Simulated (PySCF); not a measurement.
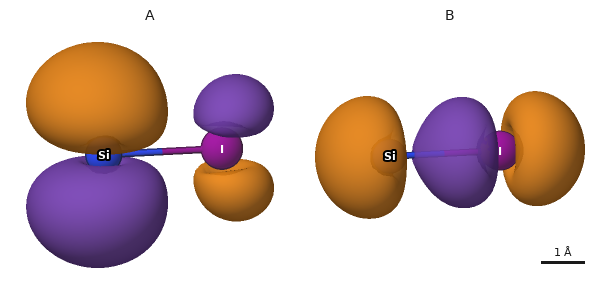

Figure 1: SiI (charge −1, triplet). Two frontier α-spin orbitals, each drawn at the value that holds 80 % of its norm (orange and purple are the two phases), in no order; of a degenerate pair one member is drawn.

Core potentials replace the inner electrons of I.

Computed with PySCF, PBE0/def2-TZVPPD, non-relativistic Hamiltonian with scalar-relativistic core potentials where named, at a bond length of 2.655 Å.

Question: Name the orbitals and rank them from lowest to highest energy.

Answer: Orbital B: σ, occupied in this spin, −2.92 eV; shared between the atoms (Si 40 %, I 60 %).
Orbital A: π, occupied in this spin, 0.09 eV; mainly on Si (85 %).
